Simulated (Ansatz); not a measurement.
# C2H6BN: the cost of one run

Method: RKS PBE/def2-SVP, in Ansatz 0.2.0.

## Step 1: The starting structure

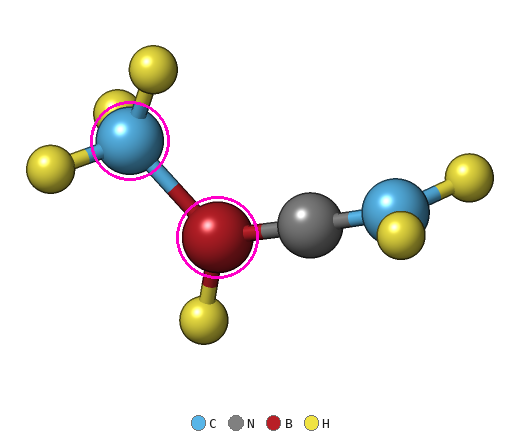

Start, viewed from a chosen angle; carbon blue, nitrogen grey, boron red, hydrogen yellow. Ringed: B3, C4.

Coordinates:

```xyz
10

C    -0.8557    0.6045    1.7799
N    -0.4541    0.5516    0.6099
B    -0.0153    0.4688   -0.6508
C     0.7635   -0.8293   -1.1485
H    -1.8438    0.2454    2.0638
H    -0.2420    1.0185    2.5786
H    -0.2226    1.3733   -1.3676
H     0.8961   -1.5737   -0.3679
H     1.7473   -0.5608   -1.5268
H     0.2266   -1.2984   -1.9705
```

## Step 2: Relaxing end A

input.yaml reads:

```yaml
crystal:
  periodic: [false, false, false]
  atoms:
    - { symbol: C, position_ang: [-0.85568, 0.60448, 1.77991] }
    - { symbol: "N", position_ang: [-0.4541, 0.55161, 0.60987] }
    - { symbol: B, position_ang: [-0.01533, 0.46881, -0.65076] }
    - { symbol: C, position_ang: [0.76346, -0.82926, -1.14854] }
    - { symbol: H, position_ang: [-1.84376, 0.24539, 2.06378] }
    - { symbol: H, position_ang: [-0.24204, 1.01847, 2.5786] }
    - { symbol: H, position_ang: [-0.22262, 1.37334, -1.36762] }
    - { symbol: H, position_ang: [0.89614, -1.57368, -0.36793] }
    - { symbol: H, position_ang: [1.7473, -0.56081, -1.52678] }
    - { symbol: H, position_ang: [0.22663, -1.29836, -1.97053] }
basis:
  gaussian: { orbitals: def2-SVP }
hamiltonian:
  xc: pbe
relax:
  f_tol: 0.015
  max_steps: 40
output:
  orbitals: {}
```

Run with:

```console
> ansatz run input.yaml --threads 1 --pin off --max-ram 2048MiB --backend cpu --events-out ev --progress --plain --runs-dir out
```

Q: Estimate wall time and peak memory on 1 thread of Arm Neoverse V2, shared host.

About 19 s, with a peak of 0.12 GiB.
